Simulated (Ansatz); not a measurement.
**BFH2Si (charge −1, doublet): density, localisation and related maps**

Input file:

```
crystal:
  periodic: [false, false, false]
  atoms:
    - {symbol: B, position_ang: [1.067457, -1.450699, 0.554469]}
    - {symbol: F, position_ang: [1.360001, 1.480749, 0.683727]}
    - {symbol: Si, position_ang: [2.191732, 0.030232, 1.252800]}
    - {symbol: H, position_ang: [0.042155, -1.339287, -0.112625]}
    - {symbol: H, position_ang: [1.417536, -2.605218, 0.805342]}
basis:
  gaussian:
    orbitals: def2-TZVPD
total_charge: -1
magnetization:
  spin_polarized: true
  initial_magnetization: 1
hamiltonian:
  xc: {name: PBE0}
output: {forces: true, orbitals: {seedname: orbitals}}
```

Launched as:

```sh
ansatz run input.yaml --threads 1 --pin off --max-ram 2610MiB --events-out events.jsonl --progress --plain --runs-dir runs
```

Geometry: BLYP-D3(BJ)/def2-SVPD.

All numbers below come from Ansatz, isolated molecule in a Gaussian basis; Kohn-Sham density functional theory, functional PBE0.

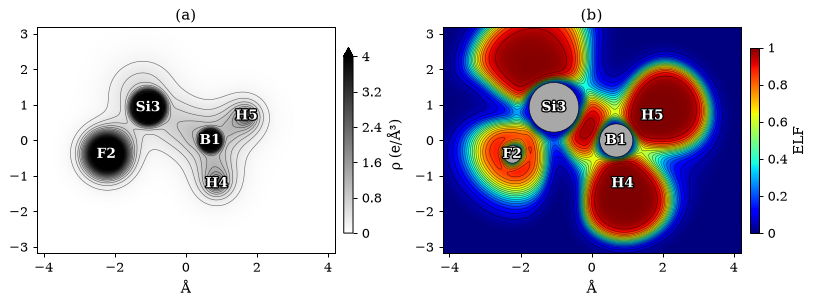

Figure 1. (a) electron density; (b) electron localisation function on the molecular plane. Grey discs cover the atomic cores in the ELF map.

What does the map show?

- Atoms in the plane: B, F, Si and H.
- Si–F (1.77 Å): the density is about 0.79 e/Å³ at the midpoint; the ELF peaks at about 0.85 in the valence shell of F, 0.6 Å from its nucleus, and is about 0.55 at the midpoint.
- Si–B (1.99 Å): ρ is about 0.81 e/Å³ halfway; the ELF peaks at about 0.95 between the atoms; localised, covalent bonding.
- B–H (1.23 Å): the density is about 1.1 e/Å³ at the midpoint; the ELF climbs to about 1 towards the hydrogen, as it does in any bond to H; a covalent bond by its length.
- The ELF also peaks beside F2 and Si3, away from the bonds: non-bonding electrons, paired or unpaired.

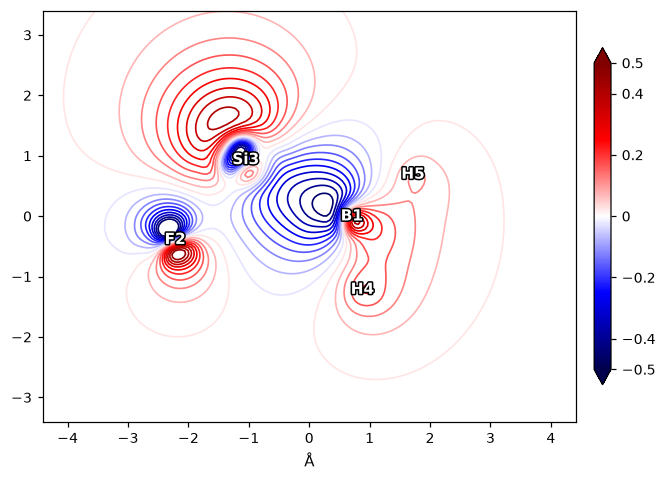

Figure 2. The HOMO (β) on the molecular plane (values in Å⁻³ᐟ²; the overall sign is arbitrary).

Describe this orbital and give its energy.

It lies mainly on Si3 (about 70 %), B1 (about 20 %) and F2 (about 5 %); it is symmetric in the molecular plane (an in-plane orbital: σ, lone-pair or in-plane π type). Its energy is −0.47 eV.
